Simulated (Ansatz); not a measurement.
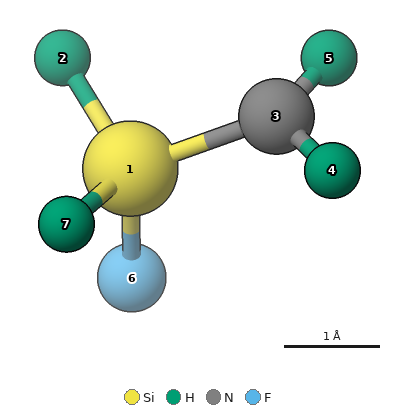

Figure 1. The structure as given in the input (ball-and-stick view, seen at a tilt; atoms are numbered from 1 in the order of the input). Bond lengths as drawn: F–Si 1.62 Å, H–N 1.01 Å, H–Si 1.48 Å and N–Si 1.71 Å.

# Run report: SiNH4F, nudged elastic band

SiNH4F, computed with RKS r2SCAN-D4/6-31G* (Ansatz 0.2.0).

The run did not end well. One setting was made poor on purpose. It belongs to a series of runs on one base structure; here: band between the two ends.

### Input
```yaml
crystal:
  periodic: [false, false, false]
  atoms:
    - { symbol: Si, position_ang: [0.233217, 0.01248, 0.305933] }
    - { symbol: H, position_ang: [-0.13218, 0.347224, 1.703966] }
    - { symbol: "N", position_ang: [1.935666, -0.139041, 0.250798] }
    - { symbol: H, position_ang: [2.399046, -0.549659, -0.550203] }
    - { symbol: H, position_ang: [2.535202, 0.530476, 0.716888] }
    - { symbol: F, position_ang: [-0.3903, 1.174855, -0.630546] }
    - { symbol: H, position_ang: [-0.34005, -1.270335, -0.169335] }
basis:
  gaussian: { orbitals: "6-31G*" }
hamiltonian:
  xc: r2scan
  dispersion: d4
neb:
  order_check: false
  images: 9
  f_tol: 0.05
  max_iterations: 3
  final_atoms:
    - { symbol: Si, position_ang: [-0.47424772, -0.31646359, 0.13809582] }
    - { symbol: H, position_ang: [1.58524605, 0.40417879, 1.63807853] }
    - { symbol: "N", position_ang: [1.50532606, 0.00430539, 0.70380459] }
    - { symbol: H, position_ang: [2.07226934, -0.84351144, 0.66780541] }
    - { symbol: H, position_ang: [1.88729377, 0.67673043, 0.03606377] }
    - { symbol: F, position_ang: [-0.47981084, 1.22642538, -0.4726959] }
    - { symbol: H, position_ang: [0.14452433, -1.04566496, -1.08365121] }
  initial_path:
    images:
      - { positions_ang: [[0.233217, 0.01248, 0.305933], [-0.13218, 0.347224, 1.703966], [1.935666, -0.139041, 0.250798], [2.399046, -0.549659, -0.550203], [2.535202, 0.530476, 0.716888], [-0.3903, 1.174855, -0.630546], [-0.34005, -1.270335, -0.169335]] }
      - { positions_ang: [[0.1866448, 0.011274, 0.2444087], [0.05780233, 0.27346709, 1.65173563], [1.93894861, -0.11279717, 0.30444098], [2.40891027, -0.62446635, -0.37562928], [2.51935722, 0.60674954, 0.64632008], [-0.4611169, 1.20289486, -0.60624071], [-0.40994533, -1.25112197, -0.2375344]] }
      - { positions_ang: [[0.14007259, 0.01006801, 0.18288439], [0.24778467, 0.19971018, 1.59950526], [1.94223121, -0.08655334, 0.35808395], [2.41877454, -0.6992737, -0.20105556], [2.50351245, 0.68302308, 0.57575217], [-0.5319338, 1.23093471, -0.58193542], [-0.47984066, -1.23190894, -0.3057338]] }
      - { positions_ang: [[0.09350039, 0.00886201, 0.12136009], [0.437767, 0.12595328, 1.5472749], [1.94551382, -0.0603095, 0.41172693], [2.42863881, -0.77408106, -0.02648184], [2.48766767, 0.75929662, 0.50518425], [-0.60275069, 1.25897457, -0.55763012], [-0.54973599, -1.21269592, -0.3739332]] }
      - { positions_ang: [[0.04692818, 0.00765602, 0.05983579], [0.62774934, 0.05219637, 1.49504453], [1.94879643, -0.03406567, 0.46536991], [2.43850308, -0.84888841, 0.14809188], [2.47182289, 0.83557016, 0.43461633], [-0.67356759, 1.28701442, -0.53332483], [-0.61963132, -1.19348289, -0.4421326]] }
      - { positions_ang: [[0.00035598, 0.00645002, -0.00168852], [0.81773167, -0.02156054, 1.44281416], [1.95207903, -0.00782184, 0.51901289], [2.44836734, -0.92369576, 0.3226656], [2.45597812, 0.9118437, 0.36404841], [-0.74438449, 1.31505428, -0.50901954], [-0.68952666, -1.17426986, -0.510332]] }
      - { positions_ang: [[-0.09456476, -0.0581327, 0.02626835], [0.97123455, 0.06358733, 1.48186703], [1.86272844, -0.0053964, 0.55597123], [2.37314774, -0.90765889, 0.39169356], [2.34224125, 0.86482104, 0.29845149], [-0.69146976, 1.2973285, -0.50175481], [-0.52271646, -1.14854888, -0.62499584]] }
      - { positions_ang: [[-0.1894855, -0.12271542, 0.05422522], [1.12473742, 0.14873519, 1.52091991], [1.77337784, -0.00297095, 0.59292957], [2.29792814, -0.89162203, 0.46072152], [2.22850438, 0.81779839, 0.23285456], [-0.63855503, 1.27960272, -0.49449009], [-0.35590626, -1.1228279, -0.73965968]] }
      - { positions_ang: [[-0.28440624, -0.18729815, 0.08218208], [1.2782403, 0.23388306, 1.55997278], [1.68402725, -0.0005455, 0.62988791], [2.22270854, -0.87558516, 0.52974948], [2.11476751, 0.77077574, 0.16725763], [-0.5856403, 1.26187694, -0.48722536], [-0.18909606, -1.09710692, -0.85432353]] }
      - { positions_ang: [[-0.37932698, -0.25188087, 0.11013895], [1.43174317, 0.31903092, 1.59902566], [1.59467666, 0.00187994, 0.66684625], [2.14748894, -0.8595483, 0.59877745], [2.00103064, 0.72375308, 0.1016607], [-0.53272557, 1.24415116, -0.47996063], [-0.02228587, -1.07138594, -0.96898737]] }
      - { positions_ang: [[-0.47424772, -0.31646359, 0.13809582], [1.58524605, 0.40417879, 1.63807853], [1.50532606, 0.00430539, 0.70380459], [2.07226934, -0.84351144, 0.66780541], [1.88729377, 0.67673043, 0.03606377], [-0.47981084, 1.22642538, -0.4726959], [0.14452433, -1.04566496, -1.08365121]] }
```

Machine: 1 thread of AMD EPYC (Zen 3), 192 GiB of memory available, shared host.

Run as:
```bash
ansatz run input.yaml --threads 1 --pin off --max-ram 2048MiB --backend cpu --events-out ev --progress --plain --runs-dir out
```

### Log
```
Engine: ansatz 0.2.0, x86_64-unknown-linux-gnu
Functional definition: r2SCAN
  parameter k0 = 0.174
  parameter k1 = 0.065
  parameter a1 = 4.9479
  exchange = r2scan_x(k0 = k0, k1 = k1, a1 = a1)
  correlation = r2scan_c
694 factors; their error is unknown
mean field evaluation 1: about -12142.1395 eV, gradient 5.9e1 eV
mean field evaluation 2: about -12129.3740 eV, gradient 9.3e1 eV
mean field evaluation 4: about -12148.4976 eV, gradient 5.4e0 eV
mean field evaluation 8: about -12148.5439 eV, gradient 3.4e-2 eV
mean field -12148.49508859 eV, -446.4489599599 hartree, gradient 7.0e-5 eV, S^2 0.000000; 0 other end points of the search recorded, 0 dependent functions left out
the calculation of the forces begins
reference -12148.49509764 eV, -446.4489602925 hartree; 17, 17 occupied and 40, 40 virtual orbitals, 694 factors
694 factors; their error is unknown
mean field evaluation 16: about -12141.9586 eV, gradient 5.2e1 eV
mean field evaluation 32: about -12146.7485 eV, gradient 4.4e-6 eV
mean field -12146.74851810 eV, -446.3847746783 hartree, gradient 4.4e-6 eV, S^2 0.000000; 0 other end points of the search recorded, 0 dependent functions left out
[... from here on the field's lines of each further geometry are left out, up to the last ...]
NEB iter   1: max|band force component| = 7.646e0 eV/Å  barrier→ = 4.5905 eV  barrier← = 2.8453 eV  Δτ_max = 0.1957 Å  (280 SCF iters)
NEB iter   2: max|band force component| = 3.571e0 eV/Å  barrier→ = 3.6830 eV  barrier← = 1.9378 eV  Δτ_max = 0.2000 Å  (283 SCF iters)
the calculation of the forces begins
reference -12146.49387071 eV, -446.3754165595 hartree; 17, 17 occupied and 40, 40 virtual orbitals, 694 factors
these checks for a lower state are left out or cut short: starts, cluster_reference, orbital_swaps, neighbouring_geometries, increment
694 factors; their error is unknown
mean field -12146.71357469 eV, -446.3834905316 hartree, gradient 1.0e-5 eV, S^2 0.000000; 0 other end points of the search recorded, 0 dependent functions left out
the calculation of the forces begins
reference -12146.71358270 eV, -446.3834908261 hartree; 17, 17 occupied and 40, 40 virtual orbitals, 694 factors
NEB iter   3: max|band force component| = 2.024e0 eV/Å  barrier→ = 3.3874 eV  barrier← = 1.6422 eV  Δτ_max = 0.1327 Å  (265 SCF iters)
```

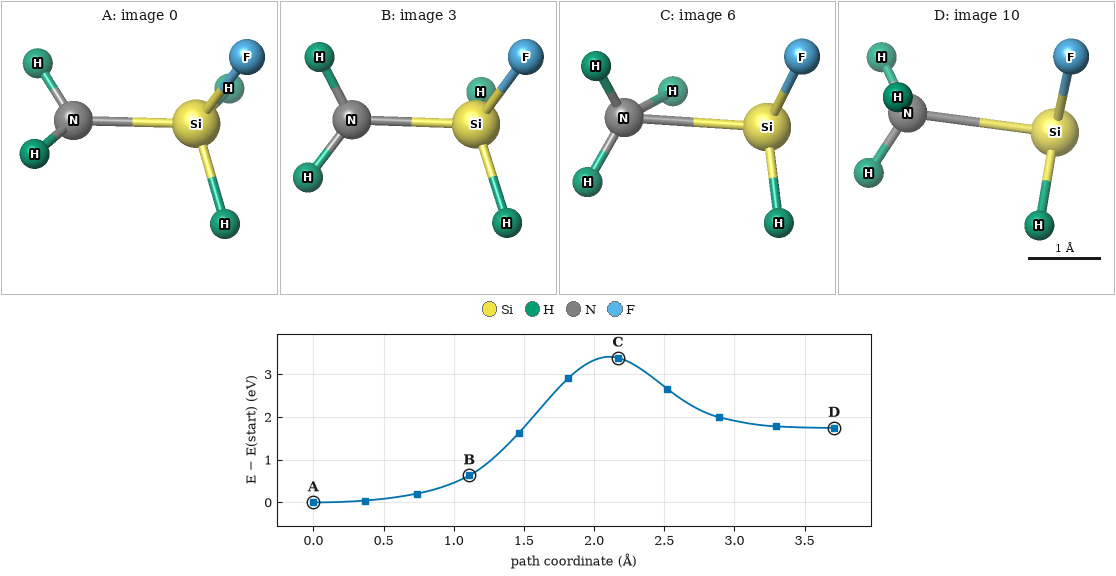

Figure 2. Images of the last band (counted from 0; ball-and-stick, seen at a tilt) above the energy along the path; the line is a cubic interpolation that uses the forces. The highest image is number 6, 3.387 eV above the start and 1.642 eV above the end; the end lies 1.745 eV above the start. The path is 3.71 Å long. The band had not converged after 3 iterations.

```
Unfinished report: {"positions_ang":[[-0.20377821225292414,-0.03910141611930676,0.2657601525199591],[0.9481577227092269,0.04293099200246098,1.5507847703282052],[1.7735889308978796,-0.006887174446188298,0.5238634355274808],[2.2746931579501837,-0.8818105142908641,0.2896632819196331],[2.259952810978265,0.846211055304302,0.22797414443226138],[-0.5073899186276588,1.2814846370766646,-0.5709983254753181],[-0.3046234916549726,-1.1368275795270684,-0.6595464492522212]],"unchecked":["starts","cluster_reference","orbital_swaps","neighbouring_geometries","increment"],"mean_field":{"relativity":"none","state":{"energy":{"ev":-12145.106948773133,"hartree":-446.32444811825},"converged":true,"gradient_ev":0.000011065971294306594,"stability":{"kind":"minimum","curvature_ev":42.82955712179372},"curvature_floor_ev":0.00030000000000000003,"spin_squared":1.7763568394002505e-14},"others":[],"fillings":{"estimated":0,"unestimated":0,"tried":0,"untried":0,"excluded_magnetic_sites":0},"n_dropped_functions":0,"n_trapped_functions":0,"passes":{"evaluations":5,"products":30},"factors":{"origin":"density fitting in generated functions","count":694,"bound_ev":null},"gradient_stop_ev":0.00009,"reference_kind":"stationary","functional":{"name":"r2SCAN","citations":["Furness, Kaplan, Ning, Perdew & Sun, J. Phys. Chem. Lett. 11, 8208 (2020) doi:10.1021/acs.jpclett.0c02405","Furness, Kaplan, Ning, Perdew & Sun, J. Phys. Chem. Lett. 11, 9248 (2020) doi:10.1021/acs.jpclett.0c03077"],"text":"name \"r2SCAN\"\ncite \"Furness, Kaplan, Ning, Perdew & Sun, J. Phys. Chem. Lett. 11, 8208 (2020) doi:10.1021/acs.jpclett.0c02405\"\ncite \"Furness, Kaplan, Ning, Perdew & Sun, J. Phys. Chem. Lett. 11, 9248 (2020) doi:10.1021/acs.jpclett.0c03077\"\nparent r2scan\nparameter k0 = 0.174\nparameter k1 = 0.065\nparameter a1 = 4.9479\nexchange = r2scan_x(k0 = k0, k1 = k1, a1 = a1)\ncorrelation = r2scan_c\n","parameters":{"a1":{"value":4.9479,"default":4.9479},"k0":{"value":0.174,"default":0.174},"k1":{"value":0.065,"default":0.065}},"final_grid":{"core_spheres":27.0,"valence_spheres":18.0,"degree":36.0},"final_grid_parameter_source":"default","radial_points_factor":1.0,"radial_grid_error_ev":0.00004202825166463307,"grid_sensitivity":"normal","grid_sensitivity_ratio":0.004213694444324409},"unsmoothed_excess_ev":-8.410027179064596e-6,"symmetry":{"irreps":["A"],"axes":[[0.9999030736078405,0.006718906266035809,-0.012194248159761542],[-0.006599206470930361,0.9999299091054326,0.009829921177480298],[0.012259439772993458,-0.009748496037321324,0.9998773289566389]],"occupied":[{"A":17},{"A":17}]},"density_repulsion":{"missed_ev":0.000112350727734184,"excess_ev":0.000112350727734184,"most_excess_ev":0.00044199999999999996,"are_drawn_again":false,"n_first_factors":694,"energy_change_ev":0.0,"n_dropped_ends":0},"direct_passes":"host"},"factors":{"origin":"density fitting in generated functions","count":694,"bound_ev":null},"n_frozen":0,"n_occupied":[17,17],"n_virtual":[40,40],"reference":{"ev":-12145.106948773133,"hartree":-446.32444811825},"dispersion":{"energy":{"ev":-0.022293384498398516,"hartree":-0.0008192667693173999},"switches_in_reach":[]},"total":{"ev":-12145.12924215763,"hartree":-446.32526738501934},"forces_ev_per_angstrom":[[0.2875210286611167,0.02983745561896386,2.009087018172815],[0.826850454565799,-0.13827667069226182,-0.789222882110233],[-0.8081721919020058,-0.267237443374872,0.10639928255658714],[-0.13392327157395692,0.6307085415836928,0.27611693137932425],[0.008183167250287653,-0.22566967266807272,0.2671599780749617],[-0.09985785641299881,1.005828811299312,-0.869031834078936],[-0.08060133060381222,-1.035191021766154,-1.000508493995878]],"charge_distribution":{"dipole_moment_e_ang":[0.6276041557348931,-0.18071998572173414,-0.05887510524869695],"mulliken_charges_e":[0.46804346322462465,0.22290259281818314,-0.9352811597921669,0.36893735301058683,0.37288035205926595,-0.38772364191740927,-0.10975895940308966],"lowdin_charges_e":[0.13771058887870247,0.23411741815581033,-0.6449442149300291,0.25927574743923865,0.2594655519776118,-0.1430627013072936,-0.10256239021403868]},"n_threads":1,"memory_gib":1.7045454550534487,"seconds":{"hamiltonian":2.011050467,"orbitals":0.0,"second_order":0.0,"solver_start":0.0,"cycles":0.0,"cycle":0.0,"perturbative":0.0,"full_ci_increment":0.0,"forces":0.0}}
this run last wrote the band of iteration 3 to [file]
Error: NEB band did not converge after 3 iterations: max|band force component| = 2.02e0 eV/Å (threshold 5.0e-2); raise `neb.max_iterations` in a new run, which can start from the last band evaluated (`neb.initial_path`, with `crystal.atoms` and `neb.final_atoms` set to its first and last images), add images, or start from endpoints closer to local minima. Where this run's directory can be resumed (`checkpoint.write`), a resume goes on for up to `neb.max_iterations` more; to start a new run from the last band, take its images' positions from the `neb_iteration` event of iteration 3 (`data.images[].positions_ang`), in the event stream of the run that computed that iteration (not this run's, if it was resumed behind it). With `checkpoint.write`, `steps/00-neb/state/checkpoint.json` in the run directory holds the last saved band, under `neb.evaluated.images[].positions_ang` (a band under a hybrid functional on support functions is neither saved nor resumed: `neb.initial_path` says where its path is): check the last entry of `neb.iterations` there, which is earlier than 3 if that iteration was not saved or its write failed. If the band's step has no `state` directory and holds `state.next`, a write was cut short, and the file is under `state.next` instead (behind a loss of power it can be under `state.prev`)
this run wrote the band of iteration 3 to [file] as well, whether or not its events were kept: a new run's `neb.initial_path` can list its `images[].positions_ang`
a run's events are kept only if it was started with --events-out <file>, and are in that file
```

### The last band as extended XYZ (Å, eV, eV/Å)
```
7
Properties=species:S:1:pos:R:3:forces:R:3 image=0 energy=-12148.51664
Si    0.2332    0.0125    0.3059   -0.0026   0.0004  -0.0009
H    -0.1322    0.3472    1.7040   -0.0006  -0.0010   0.0011
N     1.9357   -0.1390    0.2508    0.0006  -0.0006   0.0006
H     2.3990   -0.5497   -0.5502    0.0008  -0.0017  -0.0002
H     2.5352    0.5305    0.7169    0.0000   0.0014  -0.0011
F    -0.3903    1.1749   -0.6305    0.0004   0.0023   0.0000
H    -0.3401   -1.2703   -0.1693    0.0014  -0.0008   0.0006
7
Properties=species:S:1:pos:R:3:forces:R:3 image=1 energy=-12148.47243
Si    0.2260    0.0303    0.3129    0.3758  -0.4086  -0.0774
H    -0.1401    0.2664    1.7254   -0.1795   0.1207   0.0289
N     1.9392   -0.1135    0.2659   -0.2545   0.1504  -0.0092
H     2.4109   -0.7271   -0.3832   -0.0546   0.0368  -0.1637
H     2.5320    0.6613    0.5358    0.0703  -0.0486   0.0987
F    -0.4210    1.2170   -0.5633    0.0198   0.2383  -0.0288
H    -0.3066   -1.2284   -0.2661    0.0226  -0.0890   0.1514
7
Properties=species:S:1:pos:R:3:forces:R:3 image=2 energy=-12148.30855
Si    0.2127    0.0302    0.3074    0.7301  -0.6930  -0.2101
H    -0.0620    0.1778    1.7472   -0.5988   0.2244   0.0822
N     1.9356   -0.0826    0.2569   -0.3820   0.3356  -0.1676
H     2.4506   -0.8426   -0.1653   -0.0807   0.1545  -0.2651
H     2.4852    0.7639    0.3580    0.1680  -0.2259   0.1068
F    -0.4488    1.2441   -0.5155    0.1024   0.3359   0.1005
H    -0.3328   -1.1849   -0.3612    0.0611  -0.1315   0.3534
7
Properties=species:S:1:pos:R:3:forces:R:3 image=3 energy=-12147.88506
Si    0.1707    0.0171    0.2965    1.3088  -0.6781  -0.6325
H     0.1447    0.0872    1.7550   -1.5520   0.3015   0.4988
N     1.8976   -0.0523    0.2656    0.0312   0.2961  -0.6509
H     2.4451   -0.8749    0.0456   -0.0238   0.2713  -0.3415
H     2.4160    0.8215    0.2335    0.1862  -0.3697   0.0903
F    -0.4573    1.2665   -0.5063    0.0715   0.2185   0.4128
H    -0.3764   -1.1591   -0.4623   -0.0218  -0.0396   0.6230
7
Properties=species:S:1:pos:R:3:forces:R:3 image=4 energy=-12146.88947
Si    0.0849    0.0086    0.2875    2.1717  -0.3938  -0.7326
H     0.4192    0.0451    1.7116   -2.5864   0.2465   1.1982
N     1.8472   -0.0321    0.3580    0.3987   0.0897  -1.1856
H     2.3800   -0.8650    0.1452    0.1315   0.1308  -0.4850
H     2.3668    0.8223    0.1911    0.2083  -0.1457  -0.0060
F    -0.4849    1.2892   -0.5165   -0.0625   0.0480   0.4897
H    -0.3726   -1.1620   -0.5494   -0.2612   0.0246   0.7214
7
Properties=species:S:1:pos:R:3:forces:R:3 image=5 energy=-12145.60575
Si   -0.0355   -0.0034    0.2765    1.7865  -0.1192   0.5982
H     0.7005    0.0386    1.6327   -2.1258   0.0462   0.9130
N     1.8049   -0.0266    0.4454    0.4333   0.0360  -1.2569
H     2.3186   -0.8711    0.2084    0.1815   0.1010  -0.3306
H     2.3167    0.8163    0.1976    0.2041  -0.0523   0.0031
F    -0.5142    1.3051   -0.5240   -0.1209   0.3291  -0.0686
H    -0.3504   -1.1529   -0.6090   -0.3587  -0.3407   0.1418
7
Properties=species:S:1:pos:R:3:forces:R:3 image=6 energy=-12145.12923
Si   -0.2038   -0.0391    0.2658    0.2875   0.0298   2.0091
H     0.9482    0.0429    1.5508    0.8268  -0.1383  -0.7892
N     1.7736   -0.0069    0.5239   -0.8082  -0.2672   0.1064
H     2.2747   -0.8818    0.2897   -0.1339   0.6307   0.2761
H     2.2600    0.8462    0.2280    0.0082  -0.2257   0.2672
F    -0.5074    1.2815   -0.5710   -0.0999   1.0058  -0.8690
H    -0.3046   -1.1368   -0.6595   -0.0806  -1.0352  -1.0005
7
Properties=species:S:1:pos:R:3:forces:R:3 image=7 energy=-12145.85864
Si   -0.3513   -0.1050    0.2430   -0.8514  -0.1316   1.9371
H     1.1715    0.0991    1.5102    2.1212  -0.1819  -1.3103
N     1.6898    0.0046    0.5394   -1.1312  -0.0911   1.4456
H     2.2250   -0.8620    0.4090   -0.2170   0.2902   0.3095
H     2.2126    0.8251    0.2360   -0.0923   0.1091   0.1836
F    -0.5073    1.2706   -0.5578    0.0056   1.1011  -1.0217
H    -0.1996   -1.1265   -0.7523    0.1652  -1.0958  -1.5437
7
Properties=species:S:1:pos:R:3:forces:R:3 image=8 energy=-12146.51661
Si   -0.4583   -0.1547    0.1895   -0.3931  -0.0992   1.0106
H     1.4327    0.1323    1.6008    0.6075   0.1015   0.1568
N     1.6359    0.0229    0.6102   -0.3450  -0.0621   0.0596
H     2.2066   -0.8113    0.4765   -0.0787  -0.0926   0.0068
H     2.1638    0.8304    0.2704   -0.2276   0.0382  -0.0231
F    -0.5316    1.2481   -0.6327    0.1269   0.4254  -0.4850
H    -0.2085   -1.1618   -0.8872    0.3099  -0.3113  -0.7257
7
Properties=species:S:1:pos:R:3:forces:R:3 image=9 energy=-12146.73644
Si   -0.4826   -0.2275    0.1665   -0.1623  -0.1686   0.2761
H     1.6027    0.2386    1.6881    0.0696   0.0100  -0.0174
N     1.5472    0.0210    0.6943   -0.1043   0.0943  -0.0535
H     2.1070   -0.8097    0.5156    0.0506  -0.1148   0.0026
H     1.9592    0.8007    0.1737   -0.1262  -0.0556  -0.0197
F    -0.4560    1.2202   -0.6161    0.0767   0.2473  -0.1198
H    -0.0368   -1.1374   -0.9946    0.1958  -0.0127  -0.0684
7
Properties=species:S:1:pos:R:3:forces:R:3 image=10 energy=-12146.77144
Si   -0.4742   -0.3165    0.1381    0.0178  -0.0027  -0.0129
H     1.5852    0.4042    1.6381    0.0071   0.0110  -0.0013
N     1.5053    0.0043    0.7038    0.0082  -0.0224  -0.0090
H     2.0723   -0.8435    0.6678   -0.0151  -0.0008   0.0118
H     1.8873    0.6767    0.0361   -0.0130   0.0122   0.0013
F    -0.4798    1.2264   -0.4727   -0.0001   0.0005   0.0066
H     0.1445   -1.0457   -1.0837   -0.0050   0.0023   0.0034
```

### Outcome

| quantity | value |
| --- | --- |
| outcome | not converged |
| barrier, forward (band not converged) | 3.387 eV |
| barrier, backward | 1.642 eV |
| wall time | 58 s |
| peak memory | 0.12 GiB |

The run did not converge: “NEB band did not converge after 3 iterations: max|band force component| = 2.02e0 eV/Å (threshold 5.0e-2); raise `neb.max_iterations` in a new run, which can start from the last band evaluated (`neb.initial_path`, with `crystal.atoms` and `neb.final_atoms` set to its first and last images), add images, or start from endpoints closer to local minima …” Its last values are not results. A deliberately poor setting: few iterations.
